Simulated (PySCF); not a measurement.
C₃H₉GeO, doublet, SMILES `CC(C)[O][GeH2]`.

Computed with PySCF, PBE0/def2-SVPD, geometry: GFN2-xTB. No frequency check shows the geometry to be a minimum. The stability of the open-shell solution wasn't checked. GFN2-xTB bond lengths at metals and heavier atoms can be off by up to 0.1 Å and shapes distorted, which carries into these values. GFN2-xTB doesn't know the spin state, so this open-shell geometry is rough.

Cartesian coordinates (Å):

```
C1       2.0266    1.1316    0.4224
C2       1.4990    0.0092   -0.4707
C3       1.7104   -1.3509    0.1854
O4       0.1583    0.2325   -0.7983
Ge5     -1.3337    0.0430    0.1502
H6       1.5018    1.1080    1.3773
H7       1.8466    2.0945   -0.0491
H8       3.0927    1.0119    0.5955
H9       2.0418    0.0358   -1.4284
H10      1.2057   -1.3690    1.1516
H11      2.7700   -1.5435    0.3308
H12      1.2874   -2.1323   -0.4420
H13     -1.5058   -1.5552    0.3101
H14     -2.2455    0.3757   -1.0885
```

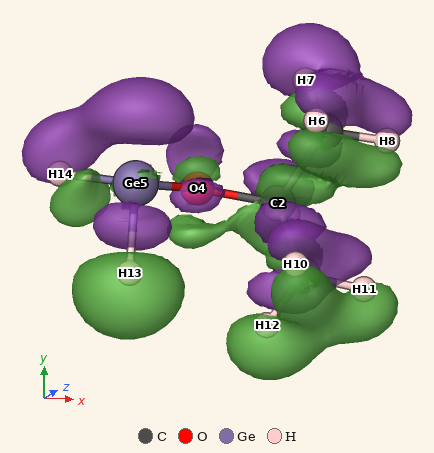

Change of the electron density in a uniform field of 0.21 V/Å, surfaces at ±0.0015 e/Å³ (purple: gain, green: loss).

Q: Along which Cartesian direction does the field point?

A: Along −y: electrons gather on the +y side, against the field.

Q: What dipole is induced, and what polarisability does it imply?

A: The induced dipole is 0.76 D (along the field); α along this axis, from the fields in both directions, is 74 bohr³ (11.0 Å³).

Q: Which atoms gain and lose the most charge?

A: Electrons gather most on Ge5 (Hirshfeld charge changes by −0.009 e) and leave H13 most (+0.014 e); 0.067 electrons are displaced in all.
